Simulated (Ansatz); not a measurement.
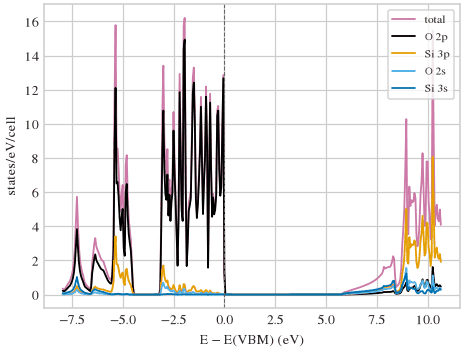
*Total and projected density of states of SiO2 in space group P3_221 (No. 154; Si on 3a, O on 6c), DFT-PBE in the program Ansatz with PAW potentials*

Q: Which orbitals carry the states next to the gap?

A: Top 1 eV of the valence band: O 2p 97 %. Bottom 1 eV of the conduction band: Si 3s 45 %, O 2s 22 %, Si 3p 13 %, O 2p 6 %, outside the projected shells 14 %. Projections are on Löwdin-orthogonalised atomic valence shells; empty p or d shells of many metals are not among them.

Q: Where is the tallest occupied peak in this window, and what makes it?

A: Near -2.0 eV, about 16 states/eV per cell; the largest projected share is O 2p.

Symmetry was held in the PBE relaxation.

Potentials: the earlier of the program's two PAW sets.
